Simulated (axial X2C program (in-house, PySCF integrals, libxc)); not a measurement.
# FeF⁺: from the state search to constants

What are the state, bond length, wavenumber and bond energy of FeF⁺, and what does spin–orbit coupling change?

Computed with an in-house X2C program for linear molecules on PySCF integrals. Level: all-electron X2C, Fe dyall-cv3z, F dyall-av3z.

All values are calculated.

## Step 1: The job

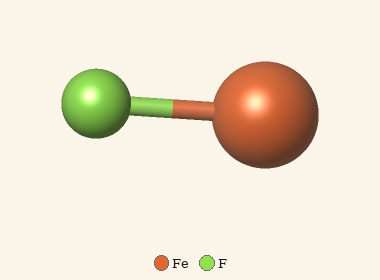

The two atoms at 1.800 Å (iron orange, fluorine green).

Input file task.json:

```json
{"zs": [26, 9], "q": 1, "bas": ["dyall-cv3z", "dyall-av3z"], "levels": ["PBE0", "HF", "r2SCAN"], "cc": true, "r0": 1.8, "thr": -2.0, "nmax": 90, "npts": 10, "nst": 2, "ntry": 6}
```

Keys: zs atomic numbers; q charge; bas basis sets; levels methods (HF also brings MP2); cc coupled cluster on or off; r0 starting distance in Å; thr threshold in hartree for freezing inner shells (an s shell follows its p shell); nmax most natural virtual spinors; npts points asked for on the curve; nst determinants followed; ntry starts of the search.

The run is started by

```console
$ python so2c.py task.json out
```

Spin-free means the one-electron spin-free X2C Hamiltonian; two-component (2c) means X2C with spin–orbit coupling and atomic mean-field two-electron Coulomb and Gaunt terms. Basis: Fe dyall-cv3z contracted to [9s10p6d3f2g], F dyall-av3z contracted to [7s6p3d2f]; Gaussian nuclei, density fitting. Masses: Fe 55.935 u, F 18.998 u.

Notation: σ, π±, δ± give the projection m of an orbital's angular momentum (0, ±1, ±2), α and β its spin, Λ and M_S the sums; ω is the projection of a spinor's total angular momentum and Ω the sum. Logs are in hartree.

The results follow Hamiltonian by Hamiltonian and level by level.

## Step 2: Which state to follow

PBE0 moves the distance from 1.800 Å to 1.692 Å and compares determinants there.

Spin-free determinants:

```tsv
ΔE (eV)	state	open shells
0.00	M_S = 2, Λ = 2	beyond closed shells: σα, π+α, π-α, δ+α, δ+β, δ-α
0.46	M_S = 2, Λ = 1	beyond closed shells: σα, π+α, π+β, π-α, δ+α, δ-α
0.71	M_S = 2, Λ = 0	beyond closed shells: π+α, π-α, δ+α, δ-α
1.42	M_S = 1, Λ = 2	beyond closed shells: σβ, π+α, π-α, δ+α, δ+β, δ-α
1.97	M_S = 1, Λ = 1	beyond closed shells: σα, π+α, π+β, π-β, δ+α, δ-α
2.07	M_S = 3, Λ = 0	beyond closed shells: 2 × σα, π+α, π-α, δ+α, δ-α
2.88	M_S = 1, Λ = 3	beyond closed shells: π+α, δ+α, δ+β, δ-α
```

Two-component determinants:

```csv
ΔE (eV),state,open shells
0.00,Ω = 4,"excess of +ω over −ω: ω = 3/2, ω = 5/2"
0.48,Ω = 3,"excess of +ω over −ω: ω = 1/2, ω = 5/2"
0.53,Ω = 1,"excess of +ω over −ω: ω = -3/2, ω = 5/2"
0.76,Ω = 2,"excess of +ω over −ω: ω = -1/2, ω = 5/2"
1.42,Ω = 3,"excess of +ω over −ω: 2 × ω = -1/2, ω = 3/2, ω = 5/2"
1.52,Ω = 1,excess of +ω over −ω: 2 × ω = 1/2
1.99,Ω = 0,"excess of +ω over −ω: ω = 1/2, 2 × ω = -3/2, ω = 5/2"
```

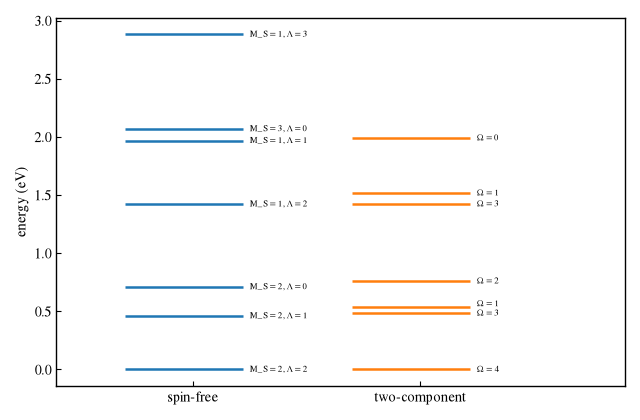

The determinants found, each set from its own lowest.

## Step 3: PBE0, spin-free

State followed: M_S = 2, Λ = 2 (beyond closed shells: σα, π+α, π-α, δ+α, δ+β, δ-α). The scan is laid around 1.692 Å, a first estimate of the minimum, and this SCF restarts from the orbitals of the search.

Output at 1.692 Å:

```text
spin-free X2C-1e  PBE0
basis functions 162  fitting functions 872  grid points 5075
iter        total energy     max residual
   1      -1372.058691535     4.47e-05
   2      -1372.058691542     2.96e-05
   3      -1372.058691547     1.11e-05
converged
one-electron -2032.93151351  Coulomb 653.92526262  exact exchange -16.21065690  xc functional -50.02586612  nuclear repulsion 73.18408236
```

Along the bond, energies from the lowest point:

```csv
R (Å),E (eV),μ (D),HOMO (eV),LUMO (eV),iterations
1.472,1.1449,-4.46,-14.61,-9.85,28
1.540,0.4720,-4.89,-14.71,-9.99,21
1.591,0.1844,-5.19,-14.81,-10.15,16
1.641,0.0379,-5.47,-14.93,-10.29,14
1.692,0.0000,-5.74,-15.04,-10.43,3
1.751,0.0597,-6.04,-15.19,-10.57,14
1.810,0.2016,-6.33,-15.33,-10.71,12
1.887,0.4672,-6.68,-15.51,-10.87,13
1.980,0.8690,-7.07,-15.71,-11.05,12
2.115,1.5226,-7.58,-15.34,-11.28,14
```

Dipoles are positive if F is the positive end and refer to the centre of mass.

Outer orbitals at the reference distance:

```csv
symmetry,occupied,ε (eV),atomic character
σα,yes,-20.73,"57% Fe d, 39% F p, 3% F s"
π+α,yes,-20.08,"76% Fe d, 23% F p"
π-α,yes,-20.08,"76% Fe d, 23% F p"
σβ,yes,-18.70,"81% F p, 12% Fe d, 3% F s"
δ-α,yes,-18.35,100% Fe d
δ+α,yes,-18.35,100% Fe d
π+β,yes,-17.50,"87% F p, 11% Fe d"
π-β,yes,-17.50,"87% F p, 10% Fe d"
π+α,yes,-16.99,"72% F p, 24% Fe d, 3% Fe p"
π-α,yes,-16.99,"72% F p, 24% Fe d, 3% Fe p"
σα,yes,-16.80,"50% F p, 37% Fe d, 10% Fe s"
δ+β,yes,-15.04,100% Fe d
σα,no,-10.43,"58% Fe s, 24% Fe p, 10% F p"
σβ,no,-10.20,"45% Fe d, 40% Fe s, 9% F p"
π+β,no,-9.70,"88% Fe d, 8% F p, 3% Fe p"
δ-β,no,-9.68,100% Fe d
```

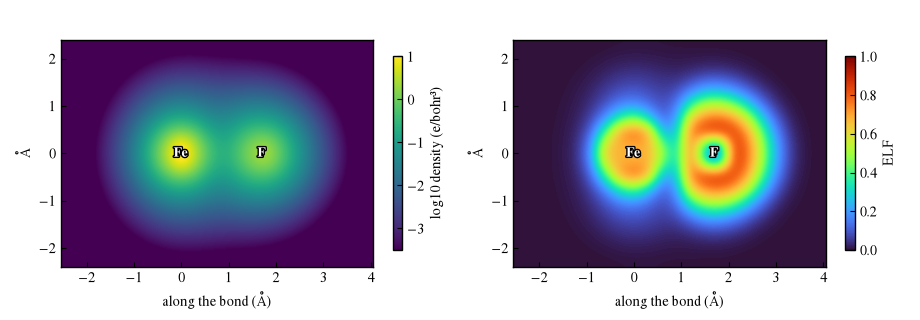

PBE0 fields in a plane through the axis, from a grid of 0.3 Å; Fe lies at z = 0 and F at z = 1.692 Å; the ELF is damped to zero where the density is low.

Re = 1.687 Å, ωe = 795 cm⁻¹, ωexe = 3.44 cm⁻¹, Be = 0.4175 cm⁻¹, De = 3.98 eV, μ = -5.72 D.

## Step 4: HF, spin-free

Output at 1.692 Å:

```text
spin-free X2C-1e  HF
basis functions 162  fitting functions 872  grid points 5075
iter        total energy     max residual
   1      -1370.664796139     2.16e-01
   2      -1370.706242243     1.87e-02
   3      -1370.710625619     3.92e-02
   4      -1370.712640527     4.06e-03
   5      -1370.712779301     1.61e-03
   6      -1370.712820614     9.99e-04
   7      -1370.712825716     2.91e-04
   8      -1370.712826876     9.06e-05
   9      -1370.712827105     5.67e-05
  10      -1370.712827154     2.51e-05
  11      -1370.712827166     8.20e-06
  12      -1370.712827167     3.04e-06
  13      -1370.712827167     7.75e-07
converged
one-electron -2033.01671911  Coulomb 654.17543103  exact exchange -65.05562145  xc functional 0.00000000  nuclear repulsion 73.18408236
```

Re = 1.730 Å, ωe = 784 cm⁻¹, ωexe = 3.06 cm⁻¹, Be = 0.3969 cm⁻¹, De = 1.95 eV, μ = -7.49 D.

## Step 5: r2SCAN, spin-free

The SCF at the reference distance of 1.692 Å:

```text
spin-free X2C-1e  r2SCAN
basis functions 162  fitting functions 872  grid points 5075
iter        total energy     max residual
   1      -1372.292228395     5.18e-02
   2      -1372.293898214     3.38e-02
   3      -1372.294961066     1.05e-02
   4      -1372.295078513     2.03e-03
   5      -1372.295083133     1.46e-03
   6      -1372.295098534     3.72e-04
   7      -1372.295098958     1.22e-04
   8      -1372.295099012     2.46e-05
   9      -1372.295099015     6.36e-06
converged
one-electron -2033.03934143  Coulomb 654.03018073  exact exchange 0.00000000  xc functional -66.47002068  nuclear repulsion 73.18408236
```

Re = 1.681 Å, ωe = 795 cm⁻¹, ωexe = 3.58 cm⁻¹, Be = 0.4206 cm⁻¹, De = 3.89 eV, μ = -5.26 D.

## Step 6: MP2 and beyond, spin-free

Correlated methods: 14 electrons correlated (frozen shells, counted by type: Fe 3 s, 2 p; F 1 s), 250 virtual spinors in MP2, 90 natural virtuals in coupled cluster.

Output of the correlated part at 1.692 Å:

```text
correlated 14  virtual 250  natural virtual 90  E(MP2) -0.448455019  MP2 remainder -0.030199100
iter   CCSD correlation   residual
   1     -0.407753555   1.16e-01
   2     -0.416239611   5.81e-02
   3     -0.419842795   2.24e-02
   4     -0.420292429   1.04e-02
   5     -0.420360929   4.31e-03
   6     -0.420438285   1.51e-03
   7     -0.420447752   5.42e-04
   8     -0.420449491   1.96e-04
   9     -0.420448710   9.28e-05
  10     -0.420447867   4.30e-05
  11     -0.420447690   1.73e-05
  12     -0.420447707   6.81e-06
(T) -0.012366102  T1 0.0312  D1 0.0643  max T2 0.032
```

T1 in the output is the amplitude norm over the root of the electron number; divide by √2 for the Lee–Taylor value.

MP2: Re = 1.712 Å, ωe = 771 cm⁻¹, Be = 0.4055 cm⁻¹, De = 4.32 eV.

CCSD: Re = 1.708 Å, ωe = 785 cm⁻¹, ωexe = 3.21 cm⁻¹, Be = 0.4073 cm⁻¹, De = 3.98 eV. T1 at Re = 0.022 (Lee–Taylor, the printed value over √2).

CCSD(T): Re = 1.708 Å, ωe = 780 cm⁻¹, ωexe = 3.26 cm⁻¹, Be = 0.4073 cm⁻¹, De = 4.12 eV. T1 at Re = 0.022 (Lee–Taylor, the printed value over √2).

## Step 7: A higher determinant, spin-free

State: M_S = 2, Λ = 1 (beyond closed shells: σα, π+α, π+β, π-α, δ+α, δ-α).

Output at the reference distance:

```text
spin-free X2C-1e  PBE0
basis functions 162  fitting functions 872  grid points 5075
iter        total energy     max residual
   1      -1372.041772906     8.05e-05
   2      -1372.041772948     3.44e-05
   3      -1372.041772957     3.86e-05
   4      -1372.041772967     1.55e-05
converged
one-electron -2032.64141497  Coulomb 653.65176991  exact exchange -16.21045592  xc functional -50.02575435  nuclear repulsion 73.18408236
```

```csv
R (Å),E above the lowest PBE0 point (eV)
1.472,1.959
1.540,1.154
1.591,0.782
1.641,0.562
1.692,0.460
1.751,0.455
1.810,0.541
1.887,0.746
1.980,1.086
```

Re = 1.724 Å, ωe = 757 cm⁻¹, ωexe = 3.35 cm⁻¹, Be = 0.4001 cm⁻¹, μ = -5.90 D. Te = 0.44 eV.

## Step 8: The spin-free curves together

Energy (eV) of the followed determinant, spin-free, from each level's lowest point:

```csv
R (Å),PBE0,HF,MP2,CCSD,CCSD(T),r2SCAN
1.472,1.145,1.710,1.379,n/a,n/a,1.071
1.540,0.472,0.815,0.622,0.615,0.608,0.428
1.591,0.184,0.396,0.278,0.271,0.267,0.158
1.641,0.038,0.143,0.082,0.077,0.076,0.026
1.692,0.000,0.019,0.000,0.000,0.000,0.000
1.751,0.060,0.000,0.015,0.023,0.023,0.070
1.810,0.202,0.083,0.120,0.137,0.135,0.218
1.887,0.467,0.296,0.347,0.376,0.371,0.487
1.980,0.869,0.661,0.713,n/a,n/a,0.887
2.115,1.523,1.303,1.336,n/a,n/a,1.528
```

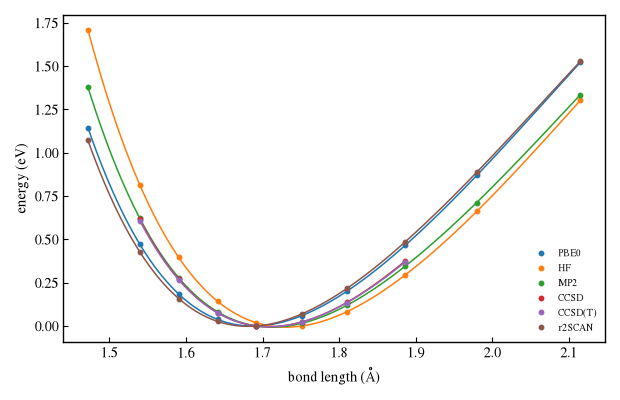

Curves of the followed state, spin-free, each from its own lowest point.

## Step 9: PBE0, 2c

State followed: Ω = 4 (excess of +ω over −ω: ω = 3/2, ω = 5/2). The scan is laid around 1.692 Å, a first estimate of the minimum, and this SCF restarts from the orbitals of the search.

The SCF at the reference distance of 1.692 Å:

```text
two-component X2C + atomic mean field  PBE0
basis functions 162  fitting functions 872  grid points 5075
iter        total energy     max residual
   1      -1371.720121972     3.36e-05
   2      -1371.720121987     2.06e-05
   3      -1371.720121993     2.55e-05
   4      -1371.720121996     1.75e-05
converged
one-electron -2032.09893609  Coulomb 653.76865008  exact exchange -16.20673027  xc functional -50.01389416  nuclear repulsion 73.18408236  atomic mean-field constant -0.35329392
```

Along the bond, energies from the lowest point:

```csv
R (Å),E (eV),μ (D),HOMO (eV),LUMO (eV),iterations
1.472,1.1483,-4.46,-14.66,-9.85,30
1.540,0.4742,-4.89,-14.76,-9.98,22
1.591,0.1858,-5.19,-14.86,-10.14,17
1.641,0.0385,-5.47,-14.97,-10.29,14
1.692,0.0000,-5.74,-15.09,-10.42,4
1.751,0.0591,-6.04,-15.24,-10.57,14
1.810,0.2004,-6.33,-15.38,-10.70,12
1.887,0.4655,-6.67,-15.56,-10.86,12
1.980,0.8668,-7.07,-15.76,-11.04,12
2.115,1.5198,-7.58,-15.34,-11.27,14
```

Dipoles are positive if F is the positive end and refer to the centre of mass.

Outer spinors at the reference distance:

```tsv
ω	occupied	ε (eV)	atomic character	λ mixture
1/2	yes	-20.73	57% Fe d, 39% F p, 3% F s	100% σ
-1/2	yes	-20.10	76% Fe d, 23% F p	100% π
3/2	yes	-20.05	76% Fe d, 23% F p	100% π
-1/2	yes	-18.70	81% F p, 13% Fe d, 3% F s	100% σ
-3/2	yes	-18.40	100% Fe d	100% δ
5/2	yes	-18.29	100% Fe d	100% δ
1/2	yes	-17.51	87% F p, 11% Fe d	100% π
-3/2	yes	-17.48	87% F p, 10% Fe d	100% π
-1/2	yes	-17.01	72% F p, 24% Fe d, 3% Fe p	100% π
3/2	yes	-16.96	72% F p, 24% Fe d, 3% Fe p	100% π
1/2	yes	-16.79	50% F p, 37% Fe d, 10% Fe s	100% σ
3/2	yes	-15.09	100% Fe d	100% δ
1/2	no	-10.42	58% Fe s, 24% Fe p, 10% F p	100% σ
-1/2	no	-10.20	45% Fe d, 40% Fe s, 9% F p	100% σ
1/2	no	-9.72	87% Fe d, 8% F p, 3% Fe p	100% π
-5/2	no	-9.63	100% Fe d	100% δ
```

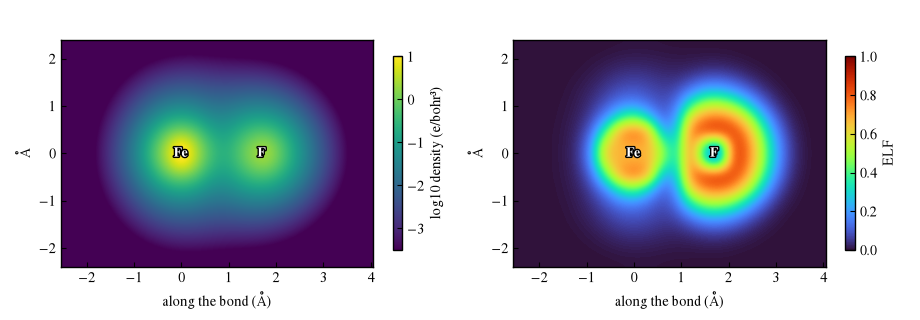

PBE0 fields in a plane through the axis, from a grid of 0.3 Å; Fe lies at z = 0 and F at z = 1.692 Å; the ELF is damped to zero where the density is low.

Re = 1.688 Å, ωe = 795 cm⁻¹, ωexe = 3.43 cm⁻¹, Be = 0.4173 cm⁻¹, De = 4.02 eV, μ = -5.72 D.

## Step 10: HF, 2c

Output at 1.692 Å:

```text
two-component X2C + atomic mean field  HF
basis functions 162  fitting functions 872  grid points 5075
iter        total energy     max residual
   1      -1370.326418628     2.16e-01
   2      -1370.367861588     1.87e-02
   3      -1370.372246502     3.91e-02
   4      -1370.374261826     4.05e-03
   5      -1370.374400467     1.60e-03
   6      -1370.374441859     1.00e-03
   7      -1370.374447046     2.89e-04
   8      -1370.374448259     8.99e-05
   9      -1370.374448530     6.13e-05
  10      -1370.374448608     2.77e-05
  11      -1370.374448643     2.20e-05
  12      -1370.374448659     1.85e-05
  13      -1370.374448672     1.66e-05
  14      -1370.374448680     1.26e-05
  15      -1370.374448684     5.70e-06
  16      -1370.374448684     2.35e-06
converged
one-electron -2032.18423396  Coulomb 654.01893806  exact exchange -65.03994122  xc functional 0.00000000  nuclear repulsion 73.18408236  atomic mean-field constant -0.35329392
```

Re = 1.731 Å, ωe = 783 cm⁻¹, ωexe = 3.06 cm⁻¹, Be = 0.3968 cm⁻¹, De = 1.98 eV, μ = -7.49 D.

## Step 11: r2SCAN, 2c

Output at 1.692 Å:

```text
two-component X2C + atomic mean field  r2SCAN
basis functions 162  fitting functions 872  grid points 5075
iter        total energy     max residual
   1      -1371.953339122     5.17e-02
   2      -1371.955016241     3.37e-02
   3      -1371.956083023     1.05e-02
   4      -1371.956200782     2.03e-03
   5      -1371.956205504     1.46e-03
   6      -1371.956220982     3.74e-04
   7      -1371.956221410     1.21e-04
   8      -1371.956221464     2.46e-05
   9      -1371.956221466     6.39e-06
converged
one-electron -2032.20652988  Coulomb 653.87337474  exact exchange 0.00000000  xc functional -66.45385477  nuclear repulsion 73.18408236  atomic mean-field constant -0.35329392
```

Re = 1.682 Å, ωe = 795 cm⁻¹, ωexe = 3.58 cm⁻¹, Be = 0.4204 cm⁻¹, De = 3.94 eV, μ = -5.26 D.

## Step 12: MP2 and beyond, 2c

Correlated methods: 14 electrons correlated (frozen shells, counted by type: Fe 3 s, 2 p; F 1 s), 250 virtual spinors in MP2, 90 natural virtuals in coupled cluster.

Output of the correlated part at 1.692 Å:

```text
correlated 14  virtual 250  natural virtual 90  E(MP2) -0.448414285  MP2 remainder -0.030195635
iter   CCSD correlation   residual
   1     -0.407730291   1.16e-01
   2     -0.416215868   5.81e-02
   3     -0.419821338   2.24e-02
   4     -0.420272021   1.04e-02
   5     -0.420340908   4.32e-03
   6     -0.420418478   1.52e-03
   7     -0.420428054   5.50e-04
   8     -0.420429929   2.08e-04
   9     -0.420429059   1.06e-04
  10     -0.420428228   5.65e-05
  11     -0.420427996   3.05e-05
  12     -0.420428038   1.76e-05
  13     -0.420427938   1.16e-05
  14     -0.420428124   7.14e-06
  15     -0.420428101   3.27e-06
  16     -0.420428080   1.61e-06
  17     -0.420428066   8.65e-07
(T) -0.012366400  T1 0.0313  D1 0.0643  max T2 0.032
```

MP2: Re = 1.713 Å, ωe = 770 cm⁻¹, Be = 0.4053 cm⁻¹, De = 4.35 eV.

CCSD: Re = 1.709 Å, ωe = 785 cm⁻¹, ωexe = 3.2 cm⁻¹, Be = 0.4072 cm⁻¹, De = 4.01 eV. T1 at Re = 0.022 (Lee–Taylor, the printed value over √2).

CCSD(T): Re = 1.709 Å, ωe = 780 cm⁻¹, ωexe = 3.25 cm⁻¹, Be = 0.4072 cm⁻¹, De = 4.15 eV. T1 at Re = 0.022 (Lee–Taylor, the printed value over √2).

## Step 13: A higher determinant, 2c

State: Ω = 3 (excess of +ω over −ω: ω = 1/2, ω = 5/2).

Output at the reference distance:

```text
two-component X2C + atomic mean field  PBE0
basis functions 162  fitting functions 872  grid points 5075
iter        total energy     max residual
   1      -1371.702360725     8.65e-05
   2      -1371.702360824     5.80e-05
   3      -1371.702360872     1.38e-04
   4      -1371.702360912     3.34e-05
   5      -1371.702360917     3.24e-05
   6      -1371.702360922     4.85e-06
converged
one-electron -2031.80254325  Coulomb 653.48943311  exact exchange -16.20648126  xc functional -50.01355796  nuclear repulsion 73.18408236  atomic mean-field constant -0.35329392
```

```csv
R (Å),E above the lowest PBE0 point (eV)
1.472,1.984
1.540,1.178
1.591,0.806
1.641,0.586
1.692,0.483
1.751,0.478
1.810,0.564
1.887,0.768
1.980,1.108
```

Re = 1.724 Å, ωe = 757 cm⁻¹, ωexe = 3.35 cm⁻¹, Be = 0.4 cm⁻¹, μ = -5.90 D. Te = 0.47 eV.

## Step 14: The 2c curves together

Energy (eV) of the followed determinant, 2c, from each level's lowest point:

```csv
R (Å),PBE0,HF,MP2,CCSD,CCSD(T),r2SCAN
1.472,1.148,1.715,1.383,n/a,n/a,1.075
1.540,0.474,0.819,0.625,0.618,0.610,0.430
1.591,0.186,0.398,0.280,0.272,0.269,0.160
1.641,0.039,0.144,0.083,0.078,0.077,0.027
1.692,0.000,0.020,0.000,0.000,0.000,0.000
1.751,0.059,0.000,0.015,0.022,0.022,0.069
1.810,0.200,0.082,0.119,0.135,0.134,0.217
1.887,0.465,0.294,0.345,0.374,0.369,0.485
1.980,0.867,0.659,0.710,n/a,n/a,0.885
2.115,1.520,1.300,1.332,n/a,n/a,1.526
```

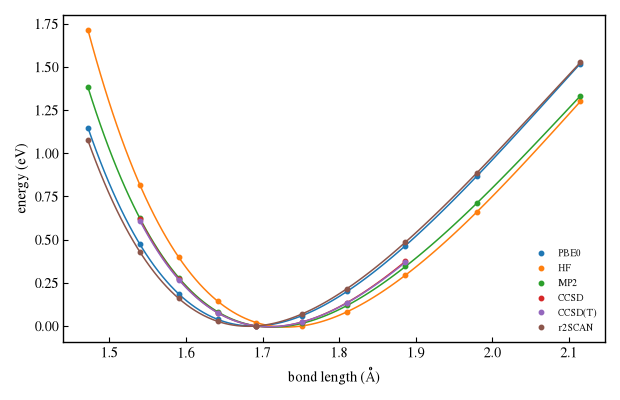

Curves of the followed state, 2c, each from its own lowest point.

The whole job took 3.5 min on 1 thread of AMD EPYC 7B13 (Zen 3), shared host; peak memory 0.86 GiB.

## Step 15: Constants

Lowest determinant that the search found at its distance, spin-free: M_S = 2, Λ = 2 (beyond closed shells: σα, π+α, π-α, δ+α, δ+β, δ-α).

Lowest determinant that the search found at its distance, 2c: Ω = 4 (excess of +ω over −ω: ω = 3/2, ω = 5/2).

```json
{"Hamiltonian": "spin-free", "level": "PBE0", "Re (Å)": "1.687", "ωe (cm⁻¹)": "795", "De (eV)": "3.98", "μ (D)": "-5.72"}
{"Hamiltonian": "spin-free", "level": "HF", "Re (Å)": "1.730", "ωe (cm⁻¹)": "784", "De (eV)": "1.95", "μ (D)": "-7.49"}
{"Hamiltonian": "spin-free", "level": "MP2", "Re (Å)": "1.712", "ωe (cm⁻¹)": "771", "De (eV)": "4.32", "μ (D)": "n/a"}
{"Hamiltonian": "spin-free", "level": "CCSD", "Re (Å)": "1.708", "ωe (cm⁻¹)": "785", "De (eV)": "3.98", "μ (D)": "n/a"}
{"Hamiltonian": "spin-free", "level": "CCSD(T)", "Re (Å)": "1.708", "ωe (cm⁻¹)": "780", "De (eV)": "4.12", "μ (D)": "n/a"}
{"Hamiltonian": "spin-free", "level": "r2SCAN", "Re (Å)": "1.681", "ωe (cm⁻¹)": "795", "De (eV)": "3.89", "μ (D)": "-5.26"}
{"Hamiltonian": "2c", "level": "PBE0", "Re (Å)": "1.688", "ωe (cm⁻¹)": "795", "De (eV)": "4.02", "μ (D)": "-5.72"}
{"Hamiltonian": "2c", "level": "HF", "Re (Å)": "1.731", "ωe (cm⁻¹)": "783", "De (eV)": "1.98", "μ (D)": "-7.49"}
{"Hamiltonian": "2c", "level": "MP2", "Re (Å)": "1.713", "ωe (cm⁻¹)": "770", "De (eV)": "4.35", "μ (D)": "n/a"}
{"Hamiltonian": "2c", "level": "CCSD", "Re (Å)": "1.709", "ωe (cm⁻¹)": "785", "De (eV)": "4.01", "μ (D)": "n/a"}
{"Hamiltonian": "2c", "level": "CCSD(T)", "Re (Å)": "1.709", "ωe (cm⁻¹)": "780", "De (eV)": "4.15", "μ (D)": "n/a"}
{"Hamiltonian": "2c", "level": "r2SCAN", "Re (Å)": "1.682", "ωe (cm⁻¹)": "795", "De (eV)": "3.94", "μ (D)": "-5.26"}
```

Dipoles are positive if F is the positive end and refer to the centre of mass.

Time per point (s) on 1 thread of AMD EPYC 7B13 (Zen 3), shared host (2c runs; CCSD comes with the CCSD(T) run); the times are rough: PBE0 0.56, HF 0.34, MP2 0.58, CCSD(T) 7.7, r2SCAN 0.66.

What this shows: At CCSD(T), going from spin-free to two-component changes Re by 0 mÅ, ωe by -0.1 %, which is small (part of it comes from the scalar share of the two-electron terms). De moves by +0.03 eV; both De rest on single-determinant atoms, which can miss part of an open shell's spin–orbit lowering.

De refers to Fe+ + F, each in the lowest determinant found, which need not be this curve's own limit. The state is a single determinant with fixed occupations, the lowest that a limited PBE0 search found. De is counted from the lowest determinant-based energies of the atoms at the same level, without counterpoise correction. Density functionals use the spin component along the axis (collinear). CCSD and (T) use frozen natural virtuals with an MP2 correction for the truncation. The meta-GGAs lack a current-density term, which matters for open shells with orbital currents, atoms included. With several unpaired electrons one determinant need not be a pure state. T1 at Re is 0.022 (Lee–Taylor), above the customary mark of 0.02.
